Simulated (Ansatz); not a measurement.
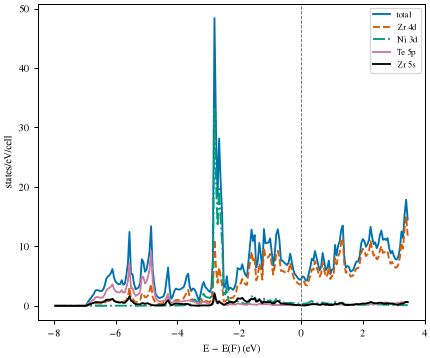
Fig. 1. Total and projected density of states of Zr$_{6}$NiTe$_{2}$ in space group P-62m (No. 189; Zr on 3f, Zr on 3g, Ni on 1b, Te on 2c), r²SCAN in the plane-wave PAW code Ansatz

Task: Which orbitals carry the states next to the Fermi level?

Result: Within 0.5 eV of the Fermi level: Zr 4d 81 %, Ni 3d 8 %, outside the projected shells 5 %. Projections are on Löwdin-orthogonalised atomic valence shells; empty p or d shells of many metals are not among them.

Task: Where is the tallest occupied peak in this window, and what makes it?

Result: Near -2.8 eV, about 48 states/eV per cell; the largest projected share is Ni 3d.

The first step of the workflow began from a Materials Project structure, measured or hypothetical; the Crystallography Open Database copy checked does not list it. Whether it is the stable phase at ambient conditions was not checked. The r²SCAN relaxation kept the symmetry of its start; its stability against distortions is not shown here. The run is not spin-polarised. Scalar-relativistic: spin–orbit coupling is off unless named, which matters more the heavier the elements.

Potentials: the later of the program's two PAW sets.
